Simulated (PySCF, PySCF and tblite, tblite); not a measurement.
# C4H3N3: a path driven as a shift of bonds, and NMR exchange

How fast is a shift of bonds in C4H3N3 (`N#Cc1cn[nH]c1`), and when do the exchanging lines merge?

Computed with tblite 0.8.0 (tight binding) and PySCF 2.14.0 (DFT, with response routines of our own); each step states its level. Atoms count from 0 throughout.

## Step 1: The molecule as given

10 atoms, charge 0, multiplicity 1; geometry from: force field or distance geometry start.

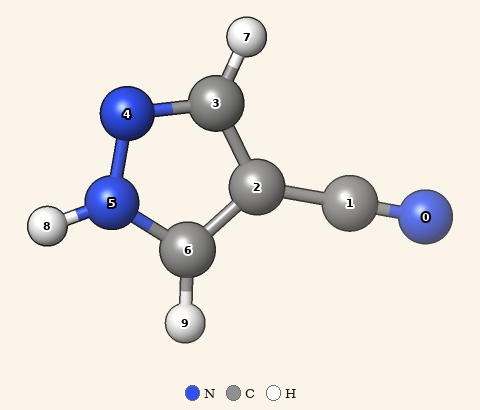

The starting geometry (nitrogen blue, carbon grey, hydrogen white), atoms numbered.

## Step 2: GFN2-xTB relaxation, start minimum

Job settings and geometry (Å):

```
{"job": {"xc": "GFN2-xTB", "basis": "xTB", "kind": "relax"}, "charge": 0, "multiplicity": 1}
N     -1.647100    -1.891600    -0.722000
C     -1.084000    -1.004400    -0.240900
C     -0.363300     0.066400     0.373700
C      0.778200     0.728300    -0.111900
N      1.178600     1.695800     0.724100
N      0.274200     1.666300     1.712500
C     -0.675400     0.707400     1.549400
H      1.350800     0.534100    -1.002800
H      0.384900     2.330800     2.475800
H     -1.469700     0.561800     2.282400
```

The run is started by

```sh
$ OMP_NUM_THREADS=1 python ens_run.py task.json out
```

One launch serves the whole session.

Standard output:

```text
step      E/eV     max force
  0    -511.47596    1.880
  1    -511.51646    2.386
  2    -511.51815    2.200
  3    -511.54633    0.500
  4    -511.55101    0.312
  5    -511.55269    0.143
  6    -511.55365    0.067
  7    -511.55393    0.061
  8    -511.55433    0.050
  9    -511.55444    0.036
 10    -511.55452    0.023
 11    -511.55457    0.023
 12    -511.55461    0.019
 13    -511.55462    0.014
 14    -511.55463    0.009
 15    -511.55464    0.013
 16    -511.55465    0.012
 17    -511.55467    0.012
 18    -511.55468    0.012
 19    -511.55470    0.014
 20    -511.55472    0.012
 21    -511.55473    0.009
 22    -511.55474    0.006
 23    -511.55474    0.006
 24    -511.55474    0.005
 25    -511.55475    0.003
 26    -511.55475    0.003
 27    -511.55475    0.002
```

Wall time 0.12 s (1 thread of Intel Xeon 6975P-C, shared host).

Gain 0.079 eV; displacement 0.02 Å root mean square.

## Step 3: Relaxed scan, to the middle

Job settings and geometry (Å):

```
{"job": {"xc": "GFN2-xTB", "basis": "xTB", "coordinate": [["d", [8, 5], 1], ["d", [8, 4], -1]], "kind": "drive"}, "charge": 0, "multiplicity": 1}
N     -1.622662    -1.861908    -0.725209
C     -1.066702    -0.992905    -0.224711
C     -0.376346     0.069213     0.374035
C      0.784981     0.722306    -0.108122
N      1.154874     1.673534     0.714917
N      0.276116     1.662222     1.714223
C     -0.667655     0.718202     1.562705
H      1.331166     0.519294    -1.006551
H      0.371328     2.322454     2.470402
H     -1.457828     0.562374     2.268561
```

Standard output:

```text
point  coordinate     E/eV
  0     -0.909     -511.48764
  1     -0.790     -511.28557
  2     -0.661     -510.94379
  3     -0.508     -510.44888
  4     -0.297     -509.79949
  5     -0.000     -509.51298
```

It took 0.47 s on 1 thread of Intel Xeon 6975P-C, shared host.

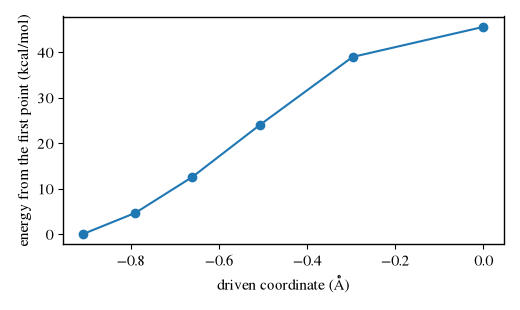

Energy along the scan.

## Step 4: Relaxed scan, from the middle, back

Job settings and geometry (Å):

```
{"job": {"xc": "GFN2-xTB", "basis": "xTB", "coordinate": [["d", [8, 5], 1], ["d", [8, 4], -1]], "kind": "drive"}, "charge": 0, "multiplicity": 1}
N     -1.462950    -1.910876    -0.751150
C     -0.989915    -1.003472    -0.234275
C     -0.399251     0.093934     0.407998
C      0.715499     0.829651    -0.013680
N      0.914369     1.850889     0.807839
N     -0.054839     1.775945     1.831266
C     -0.809375     0.711600     1.596218
H      1.340936     0.671631    -0.870115
H      1.117329     1.934780     1.979946
H     -1.619243     0.447134     2.246535
```

Standard output:

```text
point  coordinate     E/eV
  0     -0.205     -509.66665
  1     -0.401     -510.11146
  2     -0.550     -510.58916
  3     -0.660     -510.94283
  4     -0.758     -511.21029
  5     -0.851     -511.40305
  6     -0.937     -511.51654
  7     -1.021     -511.55413
```

Wall time 0.65 s (1 thread of Intel Xeon 6975P-C, shared host).

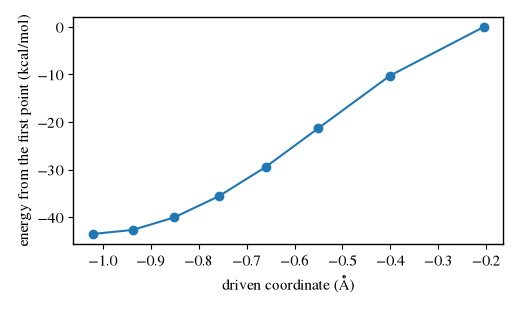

Energy along the scan.

## Step 5: Relaxed scan, from the middle, on

job is that of step 4.

Standard output:

```text
point  coordinate     E/eV
  0      0.204     -509.66515
  1      0.400     -510.10894
  2      0.550     -510.58893
  3      0.660     -510.94126
  4      0.758     -511.21051
  5      0.851     -511.40315
  6      0.937     -511.51646
  7      1.021     -511.55433
```

Wall time 0.62 s (1 thread of Intel Xeon 6975P-C, shared host).

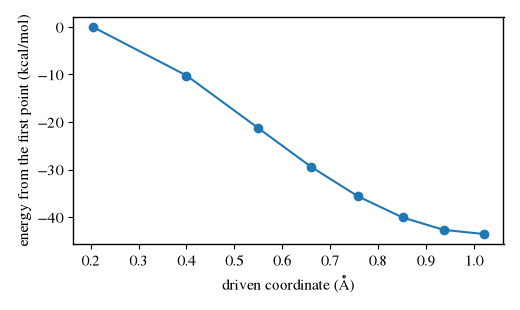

Energy along the scan.

## Step 6: Nudged elastic band, leg 1

Job settings and geometry (Å):

```
{"job": {"xc": "GFN2-xTB", "basis": "xTB", "kind": "neb"}, "charge": 0, "multiplicity": 1}
N     -1.591858    -1.857708    -0.764707
C     -1.044982    -0.989797    -0.252448
C     -0.365755     0.071493     0.360253
C      0.772831     0.760354    -0.126324
N      1.138324     1.698579     0.713463
N      0.278764     1.644152     1.727916
C     -0.648129     0.684607     1.569925
H      1.306562     0.590958    -1.039054
H      0.374738     2.287150     2.498760
H     -1.421330     0.494963     2.286358
```

Standard output:

```text
image   E - E0 / eV
  0       0.0000
  1       0.1274
  2       1.0101
  3       2.0417
  4       0.9383
  5       0.1044
  6       0.0000
```

It took 1.5 s on 1 thread of Intel Xeon 6975P-C, shared host.

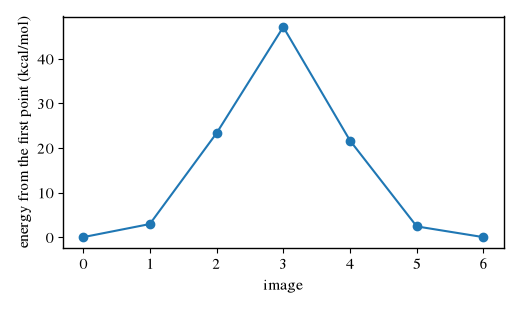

Energy along the band.

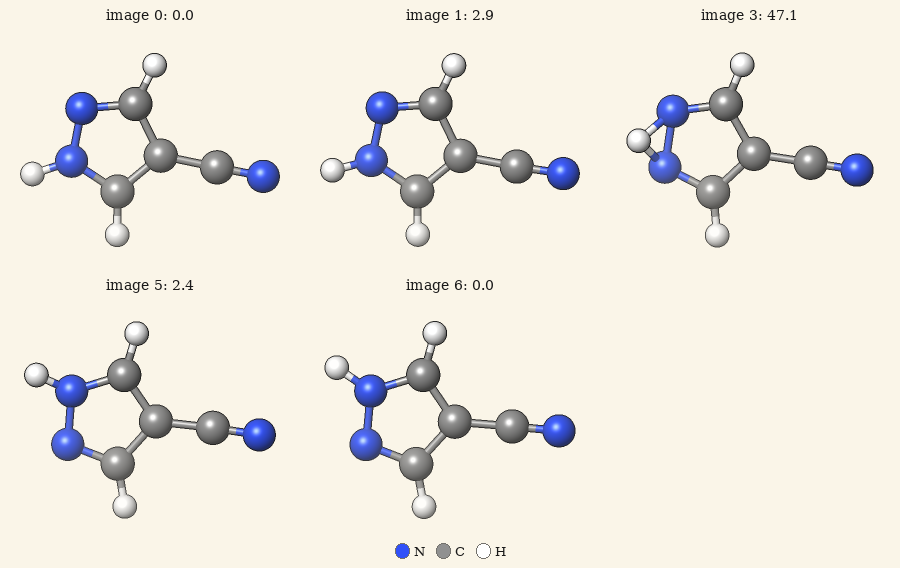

Images along the band, with energies in kcal/mol.

## Step 7: Saddle search, leg 1

Job settings and geometry (Å):

```
{"job": {"xc": "GFN2-xTB", "basis": "xTB", "kind": "saddle"}, "charge": 0, "multiplicity": 1}
N     -1.340591    -2.444653    -1.458157
C     -0.867996    -1.538413    -0.939062
C     -0.275923    -0.443936    -0.293423
C      0.861113     0.267694    -0.696187
N      1.059273     1.293840     0.118733
N      0.065693     1.246048     1.120362
C     -0.702953     0.193041     0.878332
H      1.496868     0.093872    -1.541506
H      1.235102     1.384243     1.296433
H     -1.530587    -0.051736     1.514475
```

Standard output:

```text
step      E/eV     max force
  0    -509.51302   0.0264
  1    -509.51304   0.0010
lowest wavenumbers (cm-1): -1627.4 157.8 157.9 455.4 525.0 563.7
```

It took 0.64 s on 1 thread of Intel Xeon 6975P-C, shared host.

Point group Cs; 1 imaginary mode, 1627i cm⁻¹, carried by H8. Steps downhill from it reached both ends.

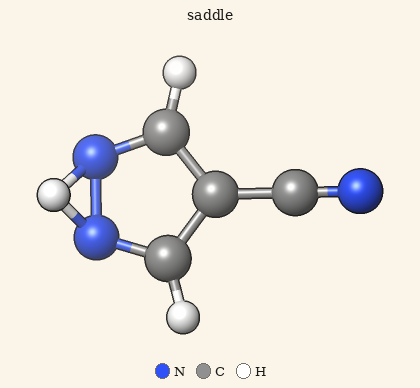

The saddle point.

## Step 8: DFT refinement, start: B3LYP-D3(BJ)/def2-SVP

Job settings and geometry (Å):

```
{"job": {"xc": "B3LYP", "basis": "def2-SVP", "kind": "refine"}, "charge": 0, "multiplicity": 1}
N     -1.622662    -1.861908    -0.725209
C     -1.066702    -0.992905    -0.224711
C     -0.376346     0.069213     0.374035
C      0.784981     0.722306    -0.108122
N      1.154874     1.673534     0.714917
N      0.276116     1.662222     1.714223
C     -0.667655     0.718202     1.562705
H      1.331166     0.519294    -1.006551
H      0.371328     2.322454     2.470402
H     -1.457828     0.562374     2.268561
```

Standard output:

```text
step      E/eV     max force
  0     -8659.33112   1.9226
  1     -8659.38642   0.1479
  2     -8659.38672   0.0205
  3     -8659.38673   0.0022
```

Run time: 31 s. Hardware: 1 thread of Intel Xeon 6975P-C, shared host; peak memory 0.55 GiB.

Gain 0.056 eV; displacement 0.02 Å root mean square.

DFT refinement, saddle of leg 1: B3LYP-D3(BJ)/def2-SVP:

Job settings and geometry (Å):

```
{"job": {"xc": "B3LYP", "basis": "def2-SVP", "kind": "refine"}, "charge": 0, "multiplicity": 1}
N     -1.345293    -2.443702    -1.455903
C     -0.868837    -1.538624    -0.938326
C     -0.273994    -0.444844    -0.293924
C      0.861920     0.268538    -0.696559
N      1.058397     1.294707     0.119307
N      0.064329     1.245586     1.120308
C     -0.701836     0.191264     0.878103
H      1.500339     0.095382    -1.540151
H      1.235668     1.386093     1.295124
H     -1.530693    -0.054399     1.512022
```

Standard output:

```text
step      E/eV     max force
  0     -8656.90229   1.8795
  1     -8657.01903   0.6312
  2     -8657.01368   0.2468
  3     -8657.02626   0.0530
  4     -8657.02643   0.0159
  5     -8657.02648   0.0050
```

Run time: 44 s. Hardware: 1 thread of Intel Xeon 6975P-C, shared host; peak memory 0.55 GiB.

Gain 0.124 eV; displacement 0.04 Å root mean square.

## Step 9: Shieldings, start: PBE0/pcSseg-1

Job settings and geometry (Å):

```
{"job": {"kind": "nmr", "xc": "PBE0", "basis": "pcSseg-1", "pop": false}, "charge": 0, "multiplicity": 1}
N     -1.650862    -1.888529    -0.728141
C     -1.079835    -1.008328    -0.230108
C     -0.372385     0.068919     0.369083
C      0.798067     0.732307    -0.110210
N      1.175818     1.693943     0.716858
N      0.278301     1.665962     1.715860
C     -0.672031     0.717005     1.566036
H      1.354819     0.526725    -1.022821
H      0.368203     2.326437     2.479276
H     -1.472822     0.560346     2.284419
```

Standard output:

```text
coarse grid: 9392 points
cycle   1  E = -317.9519917200  dE =  1.349e+00  |g| = 4.620e-01  |ddm| = 3.330e+00
cycle   2  E = -317.7886417092  dE =  1.634e-01  |g| = 9.757e-01  |ddm| = 1.618e+00
cycle   3  E = -318.0065041255  dE = -2.179e-01  |g| = 1.053e-01  |ddm| = 1.041e+00
cycle   4  E = -318.0075499373  dE = -1.046e-03  |g| = 8.583e-02  |ddm| = 1.474e-01
cycle   5  E = -318.0091518164  dE = -1.602e-03  |g| = 1.439e-02  |ddm| = 7.565e-02
cycle   6  E = -318.0091936897  dE = -4.187e-05  |g| = 4.926e-03  |ddm| = 1.565e-02
cycle   7  E = -318.0091982752  dE = -4.585e-06  |g| = 1.739e-03  |ddm| = 5.082e-03
final grid: 93928 points
cycle   8  E = -318.0458737816  dE = -2.124e-05  |g| = 6.340e-03  |ddm| = 3.167e-02
cycle   9  E = -318.0458622599  dE =  1.152e-05  |g| = 9.688e-03  |ddm| = 1.536e-02
cycle  10  E = -318.0458824004  dE = -2.014e-05  |g| = 1.742e-03  |ddm| = 9.778e-03
cycle  11  E = -318.0458831275  dE = -7.270e-07  |g| = 4.336e-04  |ddm| = 1.987e-03
cycle  12  E = -318.0458831577  dE = -3.027e-08  |g| = 2.290e-04  |ddm| = 5.315e-04
cycle  13  E = -318.0458831684  dE = -1.062e-08  |g| = 5.152e-05  |ddm| = 1.960e-04
cycle  14  E = -318.0458831689  dE = -5.737e-10  |g| = 1.152e-05  |ddm| = 4.616e-05
converged SCF energy = -318.0458831689

GIAO shielding tensors (ppm)
atom      isotropic    diamagn.    paramagn.     s11        s22        s33       span
  0 N      -61.539     340.822    -402.361   -238.941   -177.702    232.024    470.965
  1 C       66.414     256.698    -190.284    -49.064    -45.088    293.394    342.458
  2 C       84.228     256.259    -172.030     17.138     82.796    152.752    135.614
  3 C       35.365     246.220    -210.855    -51.161     28.025    129.233    180.394
  4 N      -82.061     323.302    -405.362   -336.237    -87.002    177.056    513.293
  5 N       39.815     326.852    -287.036    -68.632     60.485    127.593    196.225
  6 C       45.601     246.896    -201.295    -34.683     30.548    140.939    175.622
  7 H       23.368      29.255      -5.887     21.030     22.863     26.210      5.180
  8 H       21.957      29.627      -7.670     16.568     22.865     26.439      9.871
  9 H       23.489      28.816      -5.327     21.355     23.830     25.282      3.928
```

Wall time 11 s (1 thread of Intel Xeon 6975P-C, shared host); peak memory 0.63 GiB.

This run: HOMO -7.88 eV, LUMO -0.87 eV; dipole 4.76 D.

## Step 10: Shieldings, saddle of leg 1: PBE0/pcSseg-1

Job settings and geometry (Å):

```
{"job": {"kind": "nmr", "xc": "PBE0", "basis": "pcSseg-1", "pop": false}, "charge": 0, "multiplicity": 1}
N     -1.349515    -2.474180    -1.460668
C     -0.870252    -1.554038    -0.940523
C     -0.277096    -0.430054    -0.296605
C      0.864043     0.284565    -0.703188
N      1.048086     1.345707     0.094250
N      0.036664     1.295556     1.112748
C     -0.709097     0.206587     0.880798
H      1.526520     0.086858    -1.544981
H      1.265511     1.303814     1.320902
H     -1.534864    -0.064815     1.537268
```

Standard output:

```text
coarse grid: 9392 points
cycle   1  E = -317.8716810693  dE =  1.316e+00  |g| = 4.466e-01  |ddm| = 3.332e+00
cycle   2  E = -317.7306762572  dE =  1.410e-01  |g| = 9.112e-01  |ddm| = 1.423e+00
cycle   3  E = -317.9197150265  dE = -1.890e-01  |g| = 1.199e-01  |ddm| = 9.687e-01
cycle   4  E = -317.9222070146  dE = -2.492e-03  |g| = 5.725e-02  |ddm| = 1.444e-01
cycle   5  E = -317.9229165711  dE = -7.096e-04  |g| = 2.178e-02  |ddm| = 7.359e-02
cycle   6  E = -317.9230206781  dE = -1.041e-04  |g| = 4.252e-03  |ddm| = 1.908e-02
cycle   7  E = -317.9230241212  dE = -3.443e-06  |g| = 1.426e-03  |ddm| = 4.606e-03
final grid: 93928 points
cycle   8  E = -317.9606124661  dE = -2.395e-05  |g| = 5.395e-03  |ddm| = 3.799e-02
cycle   9  E = -317.9606099725  dE =  2.494e-06  |g| = 6.602e-03  |ddm| = 1.194e-02
cycle  10  E = -317.9606188720  dE = -8.900e-06  |g| = 1.617e-03  |ddm| = 5.981e-03
cycle  11  E = -317.9606194543  dE = -5.823e-07  |g| = 4.966e-04  |ddm| = 1.808e-03
cycle  12  E = -317.9606195028  dE = -4.844e-08  |g| = 1.735e-04  |ddm| = 4.977e-04
cycle  13  E = -317.9606195085  dE = -5.722e-09  |g| = 6.024e-05  |ddm| = 1.624e-04
cycle  14  E = -317.9606195093  dE = -7.734e-10  |g| = 1.526e-05  |ddm| = 5.141e-05
converged SCF energy = -317.9606195093

GIAO shielding tensors (ppm)
atom      isotropic    diamagn.    paramagn.     s11        s22        s33       span
  0 N      -71.736     340.039    -411.774   -238.801   -197.461    221.055    459.856
  1 C       67.585     256.832    -189.247    -48.241    -43.948    294.944    343.184
  2 C       65.175     259.486    -194.311    -18.480     67.203    146.802    165.283
  3 C       23.363     246.277    -222.914    -65.892      8.259    127.723    193.616
  4 N      -52.868     321.261    -374.129   -235.602   -104.053    181.050    416.652
  5 N      -52.824     321.263    -374.087   -235.531   -104.052    181.110    416.642
  6 C       23.335     246.283    -222.948    -65.937      8.244    127.700    193.637
  7 H       22.752      29.021      -6.269     20.558     22.238     25.459      4.902
  8 H       17.156      23.936      -6.780      5.278     22.323     23.869     18.591
  9 H       22.751      29.024      -6.273     20.558     22.236     25.461      4.903
```

It took 11 s on 1 thread of Intel Xeon 6975P-C, shared host; peak memory 0.64 GiB.

In short: HOMO -8.59 eV, LUMO -1.44 eV; dipole 2.65 D.

## Step 11: Barriers, rates and exchange

Job settings and geometry (Å):

```
{"job": {"smiles": "N#Cc1cn[nH]c1", "charge": 0, "mult": 1, "motion": "shift", "what": "1,2-shift in an azole", "atoms": [8, 5, 4], "drives": [{"terms": [["d", [8, 5], 1], ["d", [8, 4], -1]], "neg": true, "n": 14}], "study": "path", "level": {"kind": "nmr", "xc": "PBE0", "basis": "pcSseg-1"}, "fields": [90, 200, 700], "first": 2, "seed": 464, "refine": {"xc": "B3LYP", "basis": "def2-SVP"}, "kind": "path"}, "charge": 0, "multiplicity": 1}
N     -1.622662    -1.861908    -0.725209
C     -1.066702    -0.992905    -0.224711
C     -0.376346     0.069213     0.374035
C      0.784981     0.722306    -0.108122
N      1.154874     1.673534     0.714917
N      0.276116     1.662222     1.714223
C     -0.667655     0.718202     1.562705
H      1.331166     0.519294    -1.006551
H      0.371328     2.322454     2.470402
H     -1.457828     0.562374     2.268561
```

Standard output:

```text
stationary points (kcal/mol above the start)
  n  kind          group   xTB      DFT    lowest mode
  0  minimum      Cs       0.00     0.00     158.5
  1  saddle       Cs      47.08    53.54   -1627.4
  2  minimum      Cs       0.00     0.00     158.4

GFN2-xTB energies: T/K, barrier G, reaction G (kcal/mol), k forward, k back (1/s)
 150.00    42.81     0.00   2.63e-50   2.63e-50
 200.00    42.81     0.00   1.39e-34   1.39e-34
 250.00    42.80     0.00   3.99e-25   3.99e-25
 298.15    42.79    -0.00   5.32e-19   5.32e-19
 350.00    42.79    -0.00    2.8e-14    2.8e-14
 400.00    42.78    -0.00   7.06e-11   7.06e-11
 500.00    42.77    -0.00   4.22e-06   4.22e-06

B3LYP-D3(BJ)/def2-SVP energies: T/K, barrier G, reaction G (kcal/mol), k forward, k back (1/s)
 150.00    50.16     0.00   5.21e-61   5.21e-61
 200.00    50.15     0.00   1.31e-42   1.31e-42
 250.00    50.15    -0.00   1.51e-31   1.51e-31
 298.15    50.14    -0.00   2.19e-24   2.19e-24
 350.00    50.13    -0.00   7.25e-19   7.25e-19
 400.00    50.12    -0.00   6.85e-15   6.85e-15
 500.00    50.11    -0.00    2.6e-09    2.6e-09

PBE0/pcSseg-1 + D3(BJ) energies: T/K, barrier G, reaction G (kcal/mol), k forward, k back (1/s)
 150.00    49.27     0.00   1.03e-59   1.03e-59
 200.00    49.26     0.00   1.23e-41   1.23e-41
 250.00    49.26    -0.00   9.08e-31   9.08e-31
 298.15    49.25    -0.00   9.85e-24   9.85e-24
 350.00    49.24    -0.00   2.61e-18   2.61e-18
 400.00    49.23    -0.00    2.1e-14    2.1e-14
 500.00    49.22    -0.00   6.37e-09   6.37e-09
```

It took 1.7 min on 1 thread of Intel Xeon 6975P-C, shared host; peak memory 0.64 GiB. This counts the whole study up to here.

Barriers by level (kcal/mol; entropies in cal/(mol K)). Zero-point and thermal terms come from xTB in every row. ΔG‡ leaves symmetry out; the rate counts equivalent paths (a factor of 2); effective ΔG‡, where given, is the barrier that would give that rate by Eyring's equation alone:

```
                 level    ΔE‡  with zero-point    ΔH‡  ΔS‡  ΔG‡ (298 K)  ΔE of reaction  k at 298 K (1/s)  effective ΔG‡
              GFN2-xTB  47.08            42.82  42.84  0.2        42.79            0.00           5.3e-19          42.38
 B3LYP-D3(BJ)/def2-SVP  54.43            50.16  50.19  0.2        50.14            0.00           2.2e-24          49.73
PBE0/pcSseg-1 + D3(BJ)  53.54            49.27  49.30  0.2        49.25            0.00           9.9e-24          48.84
```

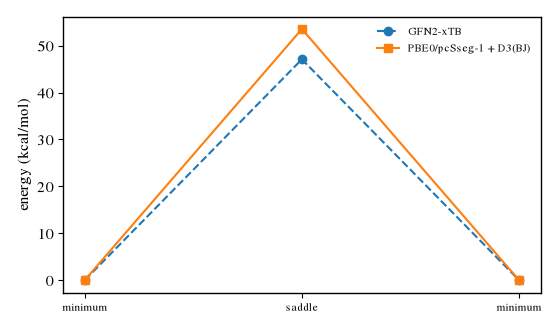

The xTB stationary points, at both levels.

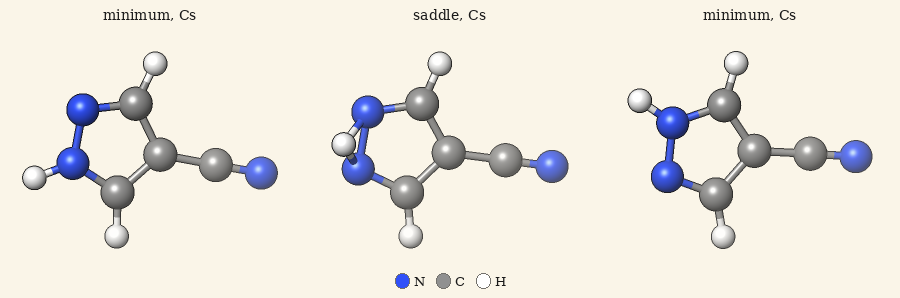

The stationary points in order.

Sites that the driver pairs across this motion, and where their lines would merge (no couplings; faster rotations or exchange between molecules can average them sooner):

```
nucleus  sites: shielding (ppm)  proton frequency (MHz)  spread (Hz)  coalescence (K)  lines at 298 K
    15N     N4: -82.1; N5: 39.8                      90         1112        above 800               2
    15N     N4: -82.1; N5: 39.8                     200         2472        above 800               2
    15N     N4: -82.1; N5: 39.8                     700         8651        above 800               2
    13C      C3: 35.4; C6: 45.6                      90          232        above 800               2
    13C      C3: 35.4; C6: 45.6                     200          515        above 800               2
    13C      C3: 35.4; C6: 45.6                     700         1802        above 800               2
     1H    H7: 23.37; H9: 23.49                      90           11        above 800               2
     1H    H7: 23.37; H9: 23.49                     200           24        above 800               2
     1H    H7: 23.37; H9: 23.49                     700           85        above 800               2
```

## Step 12: Summary of results

| quantity | value |
| --- | --- |
| barrier (PBE0/pcSseg-1 + D3(BJ)) | ΔE‡ 53.5, ΔG‡(298 K) 49.2 kcal/mol |
| barrier (GFN2-xTB) | ΔE‡ 47.1 kcal/mol |
| rate at 298 K | 9.9e-24 s⁻¹ |
| end of the path | the start, renumbered or mirrored |

**Reading.** The barrier is 53.5 kcal/mol at the DFT level (xTB: 47.1); with thermal terms and the count of paths the DFT value gives a rate of 9.9e-24 s⁻¹ at 298 K. An error of 1.4 kcal/mol changes that rate tenfold. The moving atom is hydrogen and the barrier is narrow, so tunnelling, which is left out, should speed the exchange.
